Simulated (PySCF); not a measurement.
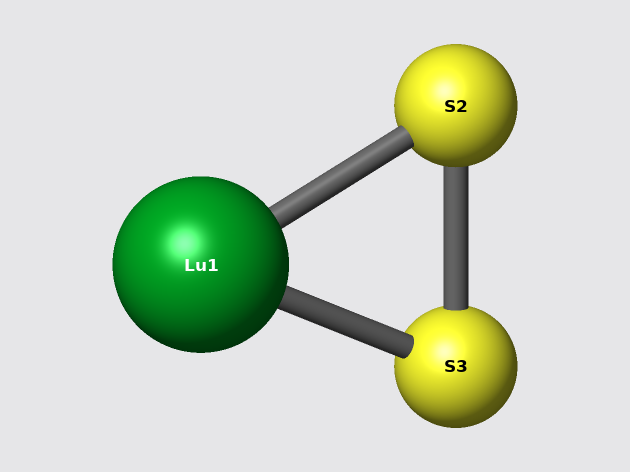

Every bond is drawn as one stick. State: charge −1, singlet. Computed geometry: PBE0/def2-SVP with core potentials optimisation. Level of theory: PBE0/def2-SVP, core potentials on Lu (PySCF 2.14.0).

List the Mayer bond orders of Lu1–S2, S2–S3 (one bond of each equivalent set).

```tsv
bond	Mayer order	length (Å)
Lu1–S2	1.05	2.509
S2–S3	0.97	2.144
```

The search tried a few shapes and spins; others may lie lower.
